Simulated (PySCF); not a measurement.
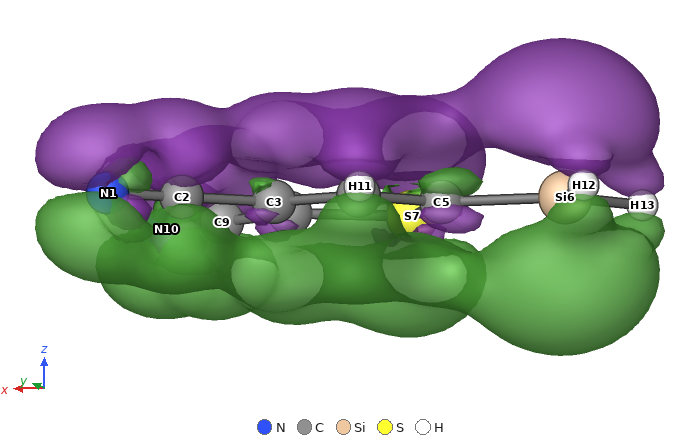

*C$_{6}$H$_{3}$N$_{2}$SSi, doublet, SMILES `N#Cc1cc([SiH2])sc1C#N`. Change of the electron density in a uniform field of 0.10 V/Å, surfaces at ±0.0004 e/Å³ (purple: gain, green: loss).*

Level of theory: BP86/def2-SVP (PySCF), at a geometry from GFN2-xTB. No frequency check shows the geometry to be a minimum. A basis without diffuse functions makes polarisabilities too small. The stability of the open-shell solution wasn't checked. GFN2-xTB bond lengths at metals and heavier atoms can be off by up to 0.1 Å and shapes distorted, which carries into these values. GFN2-xTB doesn't know the spin state, so this open-shell geometry is rough.

Cartesian coordinates (Å):

```
N1       2.7682    2.4344    0.0000
C2       1.8974    1.6888    0.0000
C3       0.8046    0.8028    0.0000
C4      -0.5289    1.2165    0.0000
C5      -1.4424    0.1693    0.0000
Si6     -3.2582    0.2663    0.0000
S7      -0.6023   -1.3782    0.0000
C8       0.9499   -0.5862    0.0000
C9       2.1313   -1.3121    0.0000
N10      3.1062   -1.9242    0.0000
H11     -0.8234    2.2512    0.0000
H12     -3.8761    1.5749    0.0000
H13     -4.0413   -0.9499    0.0000
```

Along which Cartesian direction does the field point?

Answer. Along −z: electrons gather on the +z side, against the field.

What dipole is induced, and what polarisability does it imply?

Answer. The induced dipole is 0.30 D (along the field); α along this axis, from the fields in both directions, is 59 bohr³ (8.7 Å³).

Which atoms gain and lose the most charge?

Answer. Hardly any: no atom's Hirshfeld charge changes by as much as 0.002 e. The density shifts from one side of each atom to the other; 0.031 electrons are displaced in all.
